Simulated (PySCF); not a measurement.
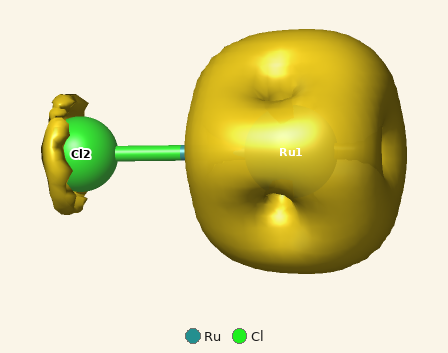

The picture shows: RuCl (quartet). Isosurfaces of the spin density at +0.08 (yellow) and −0.08 e/Å³ (cyan), seen from one side.

Core potentials replace the inner electrons of Ru.

Theory: PBE0/def2-TZVPP, non-relativistic Hamiltonian with scalar-relativistic core potentials where named, at a bond length of 2.219 Å (PySCF).

```tsv
atom	x (Å)	y (Å)	z (Å)
Ru	0.0000	0.0000	-0.5669
Cl	0.0000	0.0000	1.6521
```

> Which atoms carry the spin?

The unpaired spin (3 electrons) lies mostly on Ru1 (about 2.8) and Cl2 (about 0.2), in electrons by Hirshfeld's partition. Only one sign reaches the isovalue.
